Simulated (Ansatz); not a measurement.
# Ca2La, from a guessed structure to a relaxed one

Starting from a made-up structure for Ca2La, the aim is the relaxed cell, its shortest contacts and, where a second run follows, its electronic structure.

Main program and level: Ansatz 0.2.0; DFT, PBE, plane-wave PAW, default files, scalar-relativistic, no spin, cell and ions relaxed at zero pressure.

## (1) Starting point

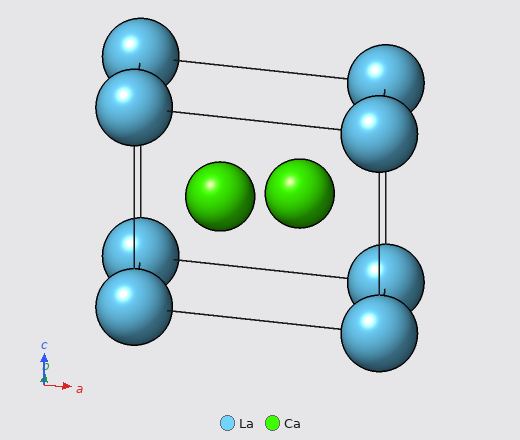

The cell as given, from a free direction (lanthanum blue, calcium green). Some periodic images of atoms are drawn too.

## (2) Relaxation of the guess

The guess takes its coordinates from another compound and its volume from a rule, so the cell and any free coordinates are relaxed together.

File input.yaml:

```yaml
crystal:
  lattice:
    - [5.576, 0.0, 0.0]
    - [-2.788, 4.828957652, 0.0]
    - [0.0, 0.0, 3.939]
  atoms:
    - { symbol: La, position: [0.0, 0.0, 0.0] }
    - { symbol: Ca, position: [0.666666667, 0.333333333, 0.5721] }
    - { symbol: Ca, position: [0.333333333, 0.666666667, 0.4279] }
kpoints:
  mp_grid: { grid: [6, 6, 7] }
scf:
  occupations: { method: fermi_dirac, width: 0.05 }
hamiltonian:
  xc: pbe
  pseudopotentials: { kind: paw }
relax:
  f_tol: 0.015
  max_steps: 70
  cell: {}
output:
  forces: true
  stress: true
```

Started as:

```sh
> ansatz run input.yaml --threads 4 --pin off --max-ram 8192MiB --backend cpu --events-out ev --progress --plain --runs-dir out
```

Numbers of over 12 decimals in the logs are rounded to 6 here.

The log of the run:

```text
Engine: ansatz 0.2.0, aarch64-unknown-linux-gnu
Pseudopotentials: kind: paw
Pseudopotential: La, paw, valence charge 11, recommended cutoff 420 eV (normal), La.paw.azcp
Pseudopotential: Ca, paw, valence charge 10, recommended cutoff 420 eV (normal), Ca.paw.azcp
Functional definition: PBE
  parameter kappa = 0.804
  parameter beta = 0.066725
  exchange = pbe_x(kappa = kappa, mu = beta*pi^2/3)
  correlation = pbe_c(beta = beta)
Crystal: 3 atoms, lattice volume = 106.063 Å³
Basis set: ecut = 420 eV, 2077 PW (Γ), exchange–correlation on 80×80×54 points (8 copies of the dense FFT grid, shifted against one another)
Bands: 20, of which v1, the nominal top of the filled ones, is band 16 counted from 1 (15 counted from 0)
Symmetry: 12 space group operations
Space group: P-3m1 (ITA 164), of the structure as read, at distance tolerance 4.7e-5 Å
k-points: 37 of 252
Non-local potential: La, projectors of the file, l = 0: 3, l = 1: 2, l = 2: 2, l = 3: 3
Non-local potential: Ca, projectors of the file, l = 0: 3, l = 1: 2, l = 2: 2
PAW form: soft (Blöchl's): semilocal exchange-correlation on the pseudo side does not see the compensation charge
PAW one-centre angular grid: La, 590 points (default); XC on 64 Gauss nodes
PAW one-centre angular grid: Ca, 110 points (default); XC on 64 Gauss nodes
Initial density: superposition of atomic densities (neutral atoms: chi_scale 0, normalization atom), corrected by the library's trained network
Initial wavefunctions: pseudopotential atomic-orbital guess
Functional: x = pbe(κ = 0.804, μ = 0.219515), c = pbe(β = 0.066725)
SCF iter   1: F=—  HF=-9883.169813 eV  |F-HF|=—  |Δ(HF+E_count)|=         —  Δρ=2.47e-3  dr2=9.75e-3  ethr=1.77e-3  ⟨swp⟩=7.4  Hψ=4139  notcnv=0
preconditioner: auto → Kerker (q_TF=auto, 2.223 Å⁻¹)  [metal: Δε(μ)=0.007 eV  Ē_g=1.957 eV  σ=0.050 eV  W_gap=0.04  n_scr=20 (ndim 8)  ℏωp=9.5 eV  f_vac=0.000  D(μ)=4.89/eV (n_scr^D=44)]
SCF iter   2: F=—  HF=-9883.173145 eV  |F-HF|=—  |Δ(HF+E_count)|=   3.33e-3  Δρ=1.35e-3  dr2=2.53e-3  ethr=3.14e-5  ⟨swp⟩=2.4  Hψ=1613  notcnv=0
SCF iter   3: F=—  HF=-9883.173732 eV  |F-HF|=—  |Δ(HF+E_count)|=   5.87e-4  Δρ=3.34e-4  dr2=3.25e-4  ethr=8.15e-6  ⟨swp⟩=2.2  Hψ=1312  notcnv=0
SCF iter   4: F=—  HF=-9883.173729 eV  |F-HF|=—  |Δ(HF+E_count)|=   3.43e-6  Δρ=1.05e-4  dr2=2.07e-5  ethr=1.05e-6  ⟨swp⟩=2.0  Hψ=913  notcnv=0
SCF iter   5: F=—  HF=-9883.173771 eV  |F-HF|=—  |Δ(HF+E_count)|=   4.23e-5  Δρ=2.63e-5  dr2=1.36e-6  ethr=6.66e-8  ⟨swp⟩=2.0  Hψ=1097  notcnv=0
SCF iter   6: F=-9883.173771 eV  HF=-9883.173771 eV  |F-HF|=1.00e-8  |Δ(HF+E_count)|=   1.11e-7  Δρ=5.41e-6  dr2=4.43e-8  ethr=3.23e-10  ⟨swp⟩=3.8  Hψ=3272  notcnv=0
SCF 1 converged in 6 iterations: F = -9883.173771 eV  dr2 = 4.43e-8
  greatest PAW one-centre occupation: 0.996 electrons in one spin orbital (limit 2), on the Ca atom at site 2 (counted from 0), in its partial waves of l = 0
relax step   1: F+E_penalty+E_count = -9883.17377100 eV  Δ(F+E_penalty+E_count) = +0.000e0 eV  max|allowed force component| = 1.424e-1 eV/Å  Δτ_max = 0.0000 Å  P = +3.283 GPa  Ω = 106.063 Å³  (6 SCF iters, dr2 threshold 1.00e-7 eV, accepted)
Crystal: 3 atoms, lattice volume = 113.254 Å³
Basis set: ecut = 420 eV, 2221 PW (Γ), exchange–correlation on 80×80×54 points (8 copies of the dense FFT grid, shifted against one another)
Initial density: handed on by an earlier stage of this run
Initial wavefunctions: those handed on with the density
iter 1 solved again at ethr=3.27e-5 eV; its pass at ethr=3.10e-3 eV (dr2=1.01e-2 eV) is discarded
SCF iter   1: F=—  HF=-9883.477217 eV  |F-HF|=—  |Δ(HF+E_count)|=         —  Δρ=2.51e-3  dr2=1.08e-2  ethr=3.27e-5  ⟨swp⟩=2.2  Hψ=7421  notcnv=0
preconditioner: auto → Kerker (q_TF=auto, 2.198 Å⁻¹)  [metal: Δε(μ)=0.038 eV  Ē_g=1.860 eV  σ=0.050 eV  W_gap=0.19  n_scr=26 (ndim 8)  ℏωp=9.2 eV  f_vac=0.000  D(μ)=4.76/eV (n_scr^D=44)]
SCF iter   2: F=—  HF=-9883.475998 eV  |F-HF|=—  |Δ(HF+E_count)|=   1.22e-3  Δρ=1.33e-3  dr2=2.33e-3  ethr=3.27e-5  ⟨swp⟩=3.8  Hψ=1105  notcnv=0  defer=1
SCF iter   3: F=—  HF=-9883.476265 eV  |F-HF|=—  |Δ(HF+E_count)|=   2.68e-4  Δρ=3.34e-4  dr2=1.39e-4  ethr=7.50e-6  ⟨swp⟩=2.7  Hψ=1313  notcnv=0
SCF iter   4: F=—  HF=-9883.476340 eV  |F-HF|=—  |Δ(HF+E_count)|=   7.47e-5  Δρ=9.90e-5  dr2=1.82e-5  ethr=4.48e-7  ⟨swp⟩=2.5  Hψ=1224  notcnv=0
SCF iter   5: F=—  HF=-9883.476342 eV  |F-HF|=—  |Δ(HF+E_count)|=   1.50e-6  Δρ=2.59e-5  dr2=1.50e-6  ethr=5.88e-8  ⟨swp⟩=2.9  Hψ=1340  notcnv=0
SCF iter   6: F=-9883.476341 eV  HF=-9883.476341 eV  |F-HF|=3.49e-8  |Δ(HF+E_count)|=   2.07e-7  Δρ=7.38e-6  dr2=7.74e-8  ethr=9.68e-10  ⟨swp⟩=5.9  Hψ=3512  notcnv=0
SCF 2 converged in 6 iterations: F = -9883.476341 eV  dr2 = 7.74e-8
relax step   2: F+E_penalty+E_count = -9883.47634135 eV  Δ(F+E_penalty+E_count) = -3.026e-1 eV  max|allowed force component| = 7.123e-2 eV/Å  Δτ_max = 0.0372 Å  P = +1.334 GPa  Ω = 113.254 Å³  energy of the carried Pulay correction = -2.256e-4 eV  (6 SCF iters, dr2 threshold 3.00e-7 eV, accepted)
Crystal: 3 atoms, lattice volume = 117.483 Å³
Basis set: ecut = 420 eV, 2299 PW (Γ), exchange–correlation on 80×80×54 points (8 copies of the dense FFT grid, shifted against one another)
iter 1 solved again at ethr=7.44e-5 eV; its pass at ethr=3.10e-3 eV (dr2=2.31e-2 eV) is discarded
SCF iter   1: F=—  HF=-9883.592145 eV  |F-HF|=—  |Δ(HF+E_count)|=         —  Δρ=2.78e-3  dr2=2.40e-2  ethr=7.44e-5  ⟨swp⟩=2.0  Hψ=7666  notcnv=0
preconditioner: auto → Kerker (q_TF=auto, 2.185 Å⁻¹)  [metal: Δε(μ)=0.010 eV  Ē_g=1.832 eV  σ=0.050 eV  W_gap=0.05  n_scr=26 (ndim 8)  ℏωp=9.1 eV  f_vac=0.000  D(μ)=5.20/eV (n_scr^D=44)]
SCF iter   2: F=—  HF=-9883.589478 eV  |F-HF|=—  |Δ(HF+E_count)|=   2.67e-3  Δρ=1.44e-3  dr2=5.12e-3  ethr=7.44e-5  ⟨swp⟩=3.7  Hψ=1088  notcnv=0
SCF iter   3: F=—  HF=-9883.589702 eV  |F-HF|=—  |Δ(HF+E_count)|=   2.24e-4  Δρ=3.97e-4  dr2=3.15e-4  ethr=1.65e-5  ⟨swp⟩=2.4  Hψ=1068  notcnv=0
SCF iter   4: F=—  HF=-9883.589777 eV  |F-HF|=—  |Δ(HF+E_count)|=   7.52e-5  Δρ=1.54e-4  dr2=6.64e-5  ethr=1.01e-6  ⟨swp⟩=3.1  Hψ=1508  notcnv=0
SCF iter   5: F=—  HF=-9883.589742 eV  |F-HF|=—  |Δ(HF+E_count)|=   3.53e-5  Δρ=3.78e-5  dr2=4.21e-6  ethr=2.14e-7  ⟨swp⟩=1.9  Hψ=860  notcnv=0
SCF iter   6: F=-9883.589742 eV  HF=-9883.589742 eV  |F-HF|=3.77e-8  |Δ(HF+E_count)|=   4.14e-8  Δρ=1.03e-5  dr2=1.68e-7  ethr=9.68e-10  ⟨swp⟩=4.7  Hψ=4027  notcnv=0
SCF 3 converged in 6 iterations: F = -9883.589742 eV  dr2 = 1.68e-7
relax step   3: F+E_penalty+E_count = -9883.58974198 eV  Δ(F+E_penalty+E_count) = -1.134e-1 eV  max|allowed force component| = 2.404e-2 eV/Å  Δτ_max = 0.0374 Å  P = +0.453 GPa  Ω = 117.483 Å³  energy of the carried Pulay correction = -3.515e-4 eV  (6 SCF iters, dr2 threshold 3.00e-7 eV, accepted)
[...]
relax step   4: F+E_penalty+E_count = -9883.59382091 eV  Δ(F+E_penalty+E_count) = -4.079e-3 eV  max|allowed force component| = 2.211e-2 eV/Å  Δτ_max = 0.0153 Å  P = +0.058 GPa  Ω = 119.596 Å³  energy of the carried Pulay correction = -4.126e-4 eV  (5 SCF iters, dr2 threshold 3.00e-7 eV, accepted)
[...]
relax step   5: F+E_penalty+E_count = -9883.59488041 eV  Δ(F+E_penalty+E_count) = -1.060e-3 eV  max|allowed force component| = 1.423e-2 eV/Å  Δτ_max = 0.0308 Å  P = +0.047 GPa  Ω = 119.656 Å³  energy of the carried Pulay correction = -4.143e-4 eV  (5 SCF iters, dr2 threshold 3.06e-8 eV, accepted)
[...]
relax step   6: F+E_penalty+E_count = -9883.59547774 eV  Δ(F+E_penalty+E_count) = -5.973e-4 eV  max|allowed force component| = 1.837e-3 eV/Å  Δτ_max = 0.0365 Å  P = -0.006 GPa  Ω = 119.950 Å³  energy of the carried Pulay correction = -4.228e-4 eV  (6 SCF iters, dr2 threshold 8.63e-9 eV, accepted)
Basis set: ecut = 420 eV, 2323 PW (Γ), exchange–correlation on 90×90×50 points (8 copies of the dense FFT grid, shifted against one another)
Initial wavefunctions: pseudopotential atomic-orbital guess (no wavefunctions were taken with the density)
iter 1 solved again at ethr=3.82e-6 eV; its pass at ethr=3.10e-3 eV (dr2=1.18e-3 eV) is discarded
SCF iter   1: F=—  HF=-9883.597446 eV  |F-HF|=—  |Δ(HF+E_count)|=         —  Δρ=1.47e-4  dr2=3.24e-6  ethr=3.82e-6  ⟨swp⟩=3.1  Hψ=5955  notcnv=0
eigensolver tolerance schedule: the retry pair's looser diagonalisation over-reported the residual by 364.80 of it (diagonalisation noise at 0.82 of the residual, at the tolerance the schedule requests for it); recorded, not acted on — ethr = c·dr2/N_el stays at c = 1.0e-1
preconditioner: auto → Kerker (q_TF=auto, 2.177 Å⁻¹)  [metal: Δε(μ)=0.020 eV  Ē_g=1.839 eV  σ=0.050 eV  W_gap=0.10  n_scr=26 (ndim 8)  ℏωp=9.0 eV  f_vac=0.000  D(μ)=5.44/eV (n_scr^D=44)]
SCF iter   2: F=—  HF=-9883.597481 eV  |F-HF|=—  |Δ(HF+E_count)|=   3.47e-5  Δρ=7.74e-5  dr2=8.78e-7  ethr=1.04e-8  ⟨swp⟩=2.7  Hψ=1423  notcnv=0
SCF iter   3: F=—  HF=-9883.597483 eV  |F-HF|=—  |Δ(HF+E_count)|=   2.49e-6  Δρ=2.81e-6  dr2=1.06e-8  ethr=2.83e-9  ⟨swp⟩=2.0  Hψ=1251  notcnv=0
SCF iter   4: F=—  HF=-9883.597483 eV  |F-HF|=—  |Δ(HF+E_count)|=   3.00e-9  Δρ=9.06e-7  dr2=6.39e-10  ethr=3.43e-11  ⟨swp⟩=2.2  Hψ=1307  notcnv=0
SCF iter   5: F=—  HF=-9883.597483 eV  |F-HF|=—  |Δ(HF+E_count)|=  4.91e-10  Δρ=2.50e-7  dr2=1.31e-10  ethr=2.06e-12  ⟨swp⟩=2.0  Hψ=1220  notcnv=0
SCF iter   6: F=-9883.597483 eV  HF=-9883.597483 eV  |F-HF|=1.82e-12  |Δ(HF+E_count)|=    0.00e0  Δρ=6.71e-8  dr2=9.59e-12  ethr=1.00e-12  ⟨swp⟩=6.8  Hψ=3566  notcnv=0
SCF 7 converged in 6 iterations: F = -9883.597483 eV  dr2 = 9.59e-12
relax step   7: F+E_penalty+E_count = -9883.59748346 eV  Δ(F+E_penalty+E_count) = -2.006e-3 eV  max|allowed force component| = 1.824e-3 eV/Å  Δτ_max = 0.0000 Å  P = +0.029 GPa  Ω = 119.950 Å³  stress off target by 4.30e-2 GPa  SCF on the basis re-selected at this cell (its energy is not comparable with the rows above)  (6 SCF iters)
basis re-selected at this cell: Δ(F+E_penalty+E_count) = -2.006e-3 eV, ΔP = +0.035 GPa vs the last step (what re-selecting the basis moved, of the pressure what is left beyond the Pulay correction that the steps carried, after the strain that the cell walked since its last selection, with what the two solves' SCF thresholds leave and, on support functions, any second-order correction that the steps lacked; it is no measure of the basis error at this ecutwfc). The dense FFT grid was sized anew with the basis: this SCF ran on 45×45×25 points, the steps before it on 40×40×27, so part of this shift can come from that change (see relax.cell in the input reference). [rest of the remark cut]
SCF converged after 6 iterations
Free energy (F): -9883.597483 eV
Harris-Foulkes:  -9883.597483 eV  (|F-HF|=1.82e-12)
Internal energy: -9883.554208 eV  (E = F + TS)
E sigma→0 (E₀):  -9883.575846 eV
Entropy (-TS):   -0.043275 eV (-14.425 meV/atom)
Fermi energy:    6.906906 eV
--- Per-component energies (eV) ---
  E_band       = -399.894060
  E_kinetic    = 743.832453
  E_local      = -2025.513822  (includes V_loc(G=0)·N_el)
  E_nonlocal   = 221.556052
  E_hartree    = 668.797728
  E_xc         = -410.821261
  E_vxc        = -485.890606  (∫ρ·V_xc dr)
  E_paw        = -7131.979719  (= ΣΔE_a)
  E_vpaw       = -191.473541  (= ΣTr[D̂ρ^β])
  E_aug_tail   = -0.000013  (compensation charges beyond the density's cutoff)
  E_ewald      = -1949.425626
  E_smearing   = -0.043275  (= −TS)
  E_closure    = 0.000000  (closes the sum)
  Σ components = -9883.597483   (vs F -9883.597483, Δ=0.00e0)
--- Forces (eV/Å), atoms counted from 1 ---
  atom   1  La     0.00000000     0.00000000     0.00000000
  atom   2  Ca    -0.00000000     0.00000000     0.00182410
  atom   3  Ca     0.00000000    -0.00000000    -0.00182410
  max |Σ_I F_I| component: 3.47e-18 eV/Å
--- Stress (GPa, compression-positive) ---
        0.042957      -0.000000      -0.000000
       -0.000000       0.042957       0.000000
       -0.000000       0.000000       0.002353
  P = ⅓ Tr σ = 0.0294 GPa (0.294 kbar)
--- Relaxed structure (6 steps of the walk, 6 accepted, 1 SCFs on fresh bases) ---
  F+E_penalty+E_count = -9883.59748346 eV   max|allowed force component| = 1.824e-3 eV/Å   (the final SCF, on the basis selected at the relaxed cell)
  cell:  # Å, volume = 119.9497 Å³
    - [6.142686, 0, 6.9174695816749756e-18]
    - [-3.071343, 5.319722, -3.45873479083749e-18]
    - [4.886641442039601e-18, 0, 3.670727]
  atoms:
    - { symbol: La, position: [0, 0, 0] }
    - { symbol: Ca, position: [0.666667, 0.333333, 0.611983] }
    - { symbol: Ca, position: [0.333333, 0.666667, 0.388017] }
```

Run time: 10 s. Hardware: 4 threads of Arm Neoverse V1, shared host; peak memory 0.47 GiB; 39 s of CPU time.

Relaxation path:

```csv
step,energy less that of the first step (eV),largest force component (eV/Å),pressure (GPa),volume (Å³)
1,0.0000,0.1424,3.28,106.06
2,-0.3026,0.0712,1.33,113.25
3,-0.4160,0.0240,0.45,117.48
4,-0.4201,0.0221,0.06,119.60
5,-0.4211,0.0142,0.05,119.66
6,-0.4217,0.0018,-0.01,119.95
7*,-0.4237,0.0018,0.03,119.95
```

Relaxation steps marked * repeat the geometry before them on a plane-wave basis chosen anew for their cell, so energy and pressure can jump there.

The run keeps the 12 symmetry operations that it works with, so distortions that break them were not tested.

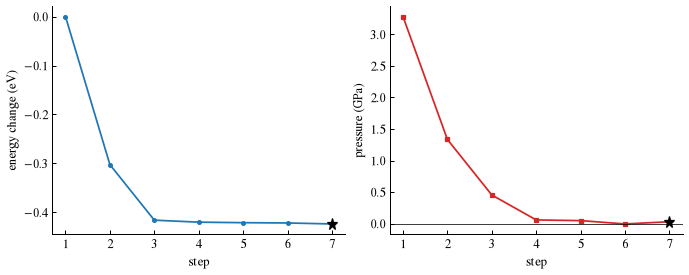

Energy and pressure along the relaxation. Stars mark steps on a basis chosen anew.

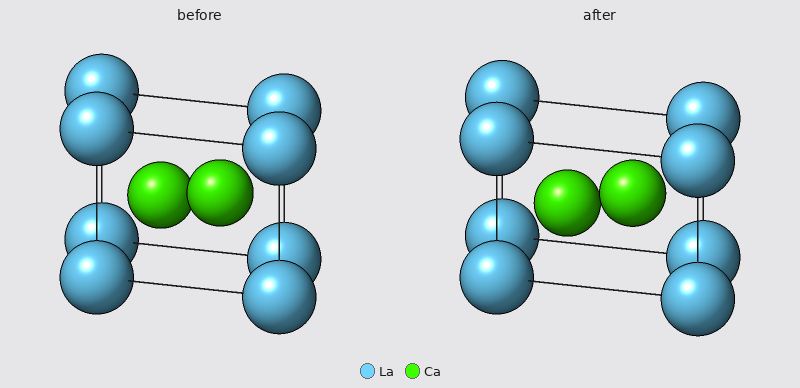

Before and after, at one scale.

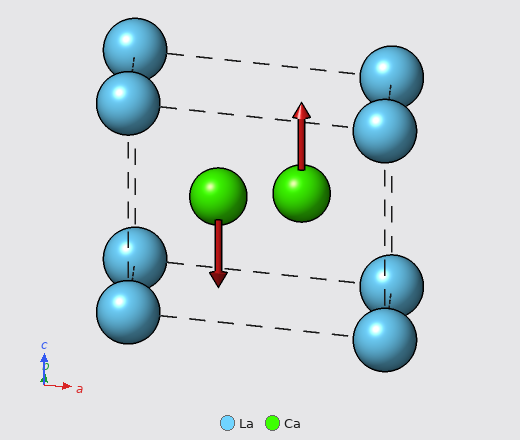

Displacements in the relaxation, exaggerated, measured against the changing cell; the longest in the cell stands for 0.15 Å. Some periodic images of atoms are drawn too.

```csv
"conventional cell, symmetrised",before,after,change
a (Å),5.576,6.143,+10.2 %
b (Å),5.576,6.143,+10.2 %
c (Å),3.939,3.671,-6.8 %
volume (Å³/atom),35.35,39.98,+13.1 %
```

The atoms that moved most (Å, as changes of fractional coordinates times the final cell):

```csv
atom,dx,dy,dz,length
Ca2,0.000,0.000,0.146,0.146
Ca3,0.000,0.000,-0.146,0.146
```

Final coordinates:

```xyz
3
Lattice="6.1427 0.0000 0.0000 -3.0713 5.3197 0.0000 0.0000 0.0000 3.6707" Properties=species:S:1:pos:R:3 pbc="T T T"
La    0.0000    0.0000    0.0000
Ca    3.0713    1.7732    2.2464
Ca    0.0000    3.5465    1.4243
```

This step gave:

```
free energy             : -9883.5975 eV
energy at zero smearing : -9883.5758 eV
smearing term TS        : 0.04328 eV
Fermi energy            : 6.907 eV
electrons               : 31
symmetry operations     : 12
pressure                : 0.02942 GPa
```

The shortest distance of each pair, which need not be the same contact before and after:

```csv
pair,guess (Å),relaxed (Å)
Ca–Ca,3.269,3.641
La–La,3.939,3.671
Ca–La,3.634,3.822
```

The relaxation ends with a largest force component of 0.0018 eV/Å and a pressure of 0.03 GPa.

## (3) Results

| Quantity | Value |
| --- | --- |
| space group, relaxed | P-3m1 |
| conventional cell | a = 6.143, b = 6.143, c = 3.671 Å; α = 90.0°, β = 90.0°, γ = 120.0° |
| volume per atom | 39.98 Å³ (guess 35.35) |

**Reading.** Ca2La relaxes to P-3m1 with a = 6.143, b = 6.143 and c = 3.671 Å. The guessed volume was 12 % too small. The space group P-3m1 was held in the relaxation, so the end point is a stationary structure within it and may be a saddle against distortions or other arrangements. Mesh and cutoff weren't tested. A vector of the cell changed its length by 10 %, more than the volume shows. Spin-orbit coupling is left out, which can matter for elements this heavy. No dispersion term is used, so weakly bound directions may come out too long. Nothing here tests whether the compound is stable against decomposition.

[Logs are printed without paths, hosts, clocks, repeated set-up lines and the standing remarks that a program may print on its own settings, such as how far it seeks lower states.]

[Hosts, paths, dates, database ids (printed as entryN), source tags and the programs' standing remarks are cut or masked in the printed files.]
